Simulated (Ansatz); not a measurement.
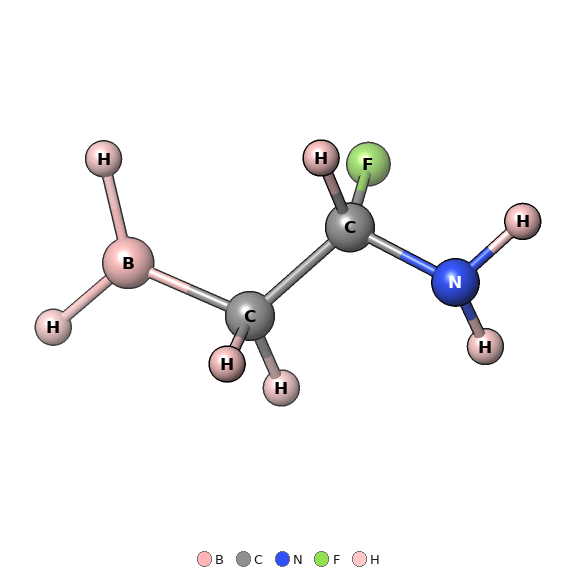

Orthographic view. Depth is shown by fading: the farther an atom, the more it takes the colour of the background. The computed structure is the end point of a PBE-D4/def2-SVP optimisation. No frequency run is at hand to confirm it as a minimum.

> Write the InChI string.

InChI=1S/C2H7BFN/c3-1-2(4)5/h2H,1,3,5H2/t2-/m1/s1
